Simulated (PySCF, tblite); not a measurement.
# C6H11BO2: geometry, infrared bands, NMR shifts and electronic excitations, part 2 of 2

tblite 0.8.0 and PySCF 2.14.0. Atoms count from 0. Earlier steps stand in the parts before.

## Step 6: Ultraviolet spectrum: CAM-B3LYP/def2-SVPD

What the job is given:

```
{"job": {"kind": "uv", "xc": "CAM-B3LYP", "basis": "def2-SVPD", "ip": true}, "charge": 0, "multiplicity": 1}
C     -2.218697    -1.719024     0.072675
C     -1.646447    -0.591981    -0.368014
C     -2.457126     0.498531    -1.007437
C     -0.163686    -0.327634    -0.265120
C      0.671914    -1.509235     0.201018
O      2.041529    -1.176504     0.272287
B      2.418818     0.095251     0.560217
O      1.525799     1.098576     0.763004
C      0.141376     0.863073     0.644773
H     -1.657237    -2.526530     0.546731
H     -3.295731    -1.873210    -0.033039
H     -2.018312     0.806600    -1.970793
H     -3.491907     0.176127    -1.186400
H     -2.494139     1.400646    -0.374400
H      0.194046    -0.057053    -1.277993
H      0.564142    -2.358562    -0.490842
H      0.333198    -1.848643     1.196118
H      3.594839     0.346218     0.636083
H     -0.287807     0.678346     1.646485
H     -0.317603     1.784445     0.255806
```

Level: TDDFT CAM-B3LYP/def2-SVPD, vertical, gas phase, core orbitals frozen in the response.

Standard output:

```text
coarse grid: 16600 points
cycle   1  E = -409.9266482045  dE =  1.449e+00  |g| = 8.018e-01  |ddm| = 9.303e+00
cycle   2  E = -409.8838352002  dE =  4.281e-02  |g| = 9.827e-01  |ddm| = 2.419e+00
cycle   3  E = -410.0540988572  dE = -1.703e-01  |g| = 6.768e-02  |ddm| = 1.250e+00
cycle   4  E = -410.0549396769  dE = -8.408e-04  |g| = 3.388e-02  |ddm| = 2.418e-01
cycle   5  E = -410.0552273704  dE = -2.877e-04  |g| = 8.407e-03  |ddm| = 9.729e-02
cycle   6  E = -410.0552430211  dE = -1.565e-05  |g| = 3.051e-03  |ddm| = 2.093e-02
cycle   7  E = -410.0552452905  dE = -2.269e-06  |g| = 3.976e-04  |ddm| = 6.423e-03
final grid: 159968 points
cycle   8  E = -410.1477322622  dE = -5.833e-05  |g| = 3.538e-03  |ddm| = 1.898e-01
cycle   9  E = -410.1477333462  dE = -1.084e-06  |g| = 3.082e-03  |ddm| = 2.344e-02
cycle  10  E = -410.1477355510  dE = -2.205e-06  |g| = 4.208e-04  |ddm| = 7.166e-03
cycle  11  E = -410.1477355738  dE = -2.286e-08  |g| = 2.757e-04  |ddm| = 1.259e-03
cycle  12  E = -410.1477355884  dE = -1.458e-08  |g| = 2.569e-05  |ddm| = 4.881e-04
cycle  13  E = -410.1477355886  dE = -1.583e-10  |g| = 1.202e-05  |ddm| = 9.470e-05
converged SCF energy = -410.1477355886

Static polarisability (au): isotropic 88.826, principal 70.548 90.120 105.809

Singlet excitations
state   eV       nm        f      main configurations
  1   7.0803    175.1   0.14897   H->L 0.81, H->L+2 0.09
  2   7.1383    173.7   0.20294   H->L+1 0.87
  3   7.8129    158.7   0.02391   H->L+3 0.37, H->L+2 0.26, H-2->L+1 0.09
  4   7.9098    156.7   0.01271   H-1->L+1 0.28, H-1->L 0.19, H-1->L+2 0.12
  5   7.9365    156.2   0.00896   H->L+3 0.22, H->L+4 0.18, H->L+6 0.11
  6   7.9884    155.2   0.01478   H-2->L+1 0.24, H-2->L 0.19, H-1->L+1 0.10
  7   8.0563    153.9   0.00291   H-1->L 0.30, H->L+4 0.13, H->L+2 0.12
  8   8.1677    151.8   0.03415   H-1->L 0.26, H->L+4 0.22, H-1->L+1 0.13
  9   8.3079    149.2   0.01403   H->L+5 0.22, H->L+4 0.22
 10   8.3339    148.8   0.01928   H-2->L 0.22, H-1->L+3 0.11

Triplet excitations (Tamm-Dancoff, eV): 4.3025 6.9661 7.1825 7.6368
Vertical ionisation energy (delta-SCF) = 9.6094 eV
```

It took 14 min on 1 thread of Intel Xeon at 2.50GHz, shared host; peak memory 1.4 GiB.

The orbitals next to the gap, with their largest atomic shares:

| orbital | eV | atoms |
| --- | --- | --- |
| HOMO−3 | -10.66 | O7 24 %, C3 12 %, C8 10 % |
| HOMO−2 | -10.15 | O5 30 %, O7 16 %, C3 14 % |
| HOMO−1 | -9.87 | O7 31 %, O5 31 %, C8 9 % |
| HOMO | -8.87 | C0 36 %, C1 31 %, C2 6 % |
| LUMO | 0.93 | B6 20 %, C0 14 %, C1 11 % |
| LUMO+1 | 1.05 | C0 20 %, C1 20 %, B6 9 % |
| LUMO+2 | 1.52 | B6 25 %, C2 18 %, H12 7 % |

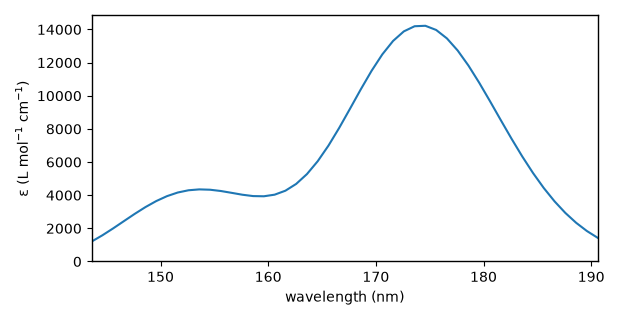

Absorption spectrum: each of the 10 states is a Gaussian band of 0.4 eV half-width at 1/e. Beyond the last state computed it falls off for lack of states.

Further results of this job:

| property | computed |
| --- | --- |
| dipole moment (D) | 3.05 |
| polarisability (Å³) | 13.16 |
| HOMO–LUMO gap (eV) | 9.80 |
| −ε(HOMO) (eV) | 8.87 |

## Step 7: NMR shieldings: wB97X-D/pcSseg-1

The job, as its differences from that of step 6:

```diff
@@ -1,2 +1,2 @@
-{"job": {"kind": "uv", "xc": "CAM-B3LYP", "basis": "def2-SVPD", "ip": true}, "charge": 0, "multiplicity": 1}
+{"job": {"kind": "nmr", "xc": "wB97X-D", "basis": "pcSseg-1", "pop": false}, "charge": 0, "multiplicity": 1}
 C     -2.218697    -1.719024     0.072675
```

Level: GIAO wB97X-D/pcSseg-1 NMR shielding, non-relativistic, gas phase.

Standard output:

```text
coarse grid: 16600 points
cycle   1  E = -410.2326719165  dE =  1.614e+00  |g| = 8.409e-01  |ddm| = 3.907e+00
cycle   2  E = -410.2226709675  dE =  1.000e-02  |g| = 9.359e-01  |ddm| = 1.075e+00
cycle   3  E = -410.3663608980  dE = -1.437e-01  |g| = 5.866e-02  |ddm| = 5.641e-01
cycle   4  E = -410.3671061337  dE = -7.452e-04  |g| = 2.849e-02  |ddm| = 7.711e-02
cycle   5  E = -410.3673064654  dE = -2.003e-04  |g| = 7.516e-03  |ddm| = 3.424e-02
cycle   6  E = -410.3673199271  dE = -1.346e-05  |g| = 2.437e-03  |ddm| = 7.890e-03
cycle   7  E = -410.3673214190  dE = -1.492e-06  |g| = 4.910e-04  |ddm| = 2.701e-03
final grid: 159968 points
cycle   8  E = -410.4423943318  dE = -2.376e-04  |g| = 4.597e-03  |ddm| = 5.100e-02
cycle   9  E = -410.4423988076  dE = -4.476e-06  |g| = 3.011e-03  |ddm| = 1.009e-02
cycle  10  E = -410.4424007361  dE = -1.928e-06  |g| = 7.126e-04  |ddm| = 2.869e-03
cycle  11  E = -410.4424008493  dE = -1.132e-07  |g| = 3.886e-04  |ddm| = 1.075e-03
cycle  12  E = -410.4424008777  dE = -2.841e-08  |g| = 5.745e-05  |ddm| = 3.205e-04
cycle  13  E = -410.4424008787  dE = -1.018e-09  |g| = 2.440e-05  |ddm| = 9.397e-05
cycle  14  E = -410.4424008789  dE = -1.693e-10  |g| = 8.120e-06  |ddm| = 3.782e-05
converged SCF energy = -410.4424008789

GIAO shielding tensors (ppm)
atom      isotropic    diamagn.    paramagn.     s11        s22        s33       span
  0 C       66.129     252.832    -186.703    -41.617     86.607    153.397    195.014
  1 C       32.429     260.553    -228.124    -93.443     32.988    157.741    251.184
  2 C      159.009     245.503     -86.494    139.720    152.519    184.788     45.068
  3 C      140.920     255.398    -114.477    125.104    137.602    160.056     34.952
  4 C      119.584     246.785    -127.201    101.799    104.811    152.141     50.342
  5 O      216.465     393.628    -177.164     90.031    220.272    339.091    249.060
  6 B       77.957     197.909    -119.952     63.261     74.167     96.444     33.183
  7 O      213.104     393.932    -180.828     89.480    211.639    338.193    248.712
  8 C      117.056     247.919    -130.863     96.964    105.742    148.463     51.499
  9 H       26.602      32.357      -5.755     23.873     23.995     31.937      8.064
 10 H       26.217      29.556      -3.339     23.784     24.671     30.197      6.412
 11 H       29.723      29.291       0.432     25.743     28.529     34.897      9.154
 12 H       29.499      28.342       1.157     25.454     28.047     34.995      9.541
 13 H       29.459      29.421       0.038     24.851     29.208     34.318      9.467
 14 H       29.371      35.385      -6.014     26.121     28.767     33.224      7.103
 15 H       27.445      31.188      -3.743     22.657     28.351     31.327      8.670
 16 H       27.547      32.745      -5.198     22.625     27.950     32.066      9.441
 17 H       27.352      29.061      -1.709     23.983     26.308     31.766      7.784
 18 H       27.983      32.383      -4.400     23.885     28.461     31.602      7.717
 19 H       27.320      32.102      -4.782     21.759     28.711     31.491      9.731
```

It took 2.1 min on 1 thread of Intel Xeon at 2.50GHz, shared host; peak memory 1.1 GiB.

Key values: δ C1 152.1, C0 118.4, C4 66.2, C3 43.6, H10 5.16, H9 4.78 ppm (means over like atoms).

## Step 8: Side by side: NMR shifts

Shifts (ppm) of some atoms, chosen among heavy atoms and hydrogens apart, means over like atoms, with basis size and wall time:

| run | C1 | C0 | C4 | C3 | H17 | H14 | O5 | functions | time |
| --- | --- | --- | --- | --- | --- | --- | --- | --- | --- |
| PBE0/pcSseg-1 | 151.3 | 117.5 | 66.5 | 44.3 | 4.12 | 2.08 | 128.0 | 208 | 1.8 min |
| wB97X-D/pcSseg-1 | 152.1 | 118.4 | 66.2 | 43.6 | 4.03 | 2.01 | 118.4 | 208 | 2.1 min |

## Step 9: Outcome

This closing draws on all 2 parts.

| quantity | value |
| --- | --- |
| strongest single infrared mode (GFN2-xTB) | 1217 cm⁻¹, 268 km/mol |
| zero-point energy (GFN2-xTB) | 103.1 kcal/mol |
| point group | C1 |
| rotational constants (main isotopes) | 3.24, 1.16, 0.92 GHz |
| 13C shifts against TMS (PBE0/pcSseg-1, means over atoms taken as alike) | 151.3, 117.5, 66.5, 44.3, 25.7 ppm |
| 1H shifts against TMS (PBE0/pcSseg-1, means over atoms taken as alike) | 5.16, 4.77, 4.12, 4.04, 3.65, 2.08, 1.85 ppm |
| 17O shifts against H2O (PBE0/pcSseg-1, means over atoms taken as alike) | 128.0 ppm |
| 11B shifts against BF3·OEt2 (PBE0/pcSseg-1) | 23.5 ppm |
| lowest singlet (CAM-B3LYP/def2-SVPD) | 7.08 eV (175 nm), f = 0.149 |
| brightest single state of those computed | state 2, 7.14 eV, f = 0.203 |
| lowest triplet | 4.30 eV |
| vertical ionisation energy (ΔSCF) | 9.61 eV |
| range of the shift of O5 | 118.4 to 128.0 ppm |

What this shows: The optimisation took 66 steps and gained 1.495 eV; among the close pairs (by a distance rule), O5–B6 changed most, from 1.464 to 1.350 Å (GFN2-xTB). All 54 modes are real, so the xTB geometry is a minimum. Unscaled tight-binding wavenumbers are off by several per cent, some by more. Its intensities can rank the bands wrongly. The optimisation took 5 steps and gained 0.199 eV; among the close pairs (by a distance rule), B6–H17 changed most, from 1.151 to 1.205 Å (PBE0/def2-SVP). The most deshielded carbon is C1 (fully substituted alkene carbon), at 151.3 ppm: the olefinic region. The first singlet state (HOMO→LUMO 0.81, HOMO→LUMO+2 0.09) lies at 7.08 eV and is bright; of the 10 states computed, the strongest absorption comes from state 2 at 7.14 eV. The lowest triplet lies 2.78 eV below the lowest singlet (triplets in Tamm-Dancoff, singlets in full TDDFT). ΔSCF puts the ionisation energy at 9.61 eV, 0.74 eV above −ε(HOMO). Across the 2 runs the shift of O5 (with its like atoms) moves most, between 118.4 (wB97X-D/pcSseg-1) and 128.0 ppm (PBE0/pcSseg-1).
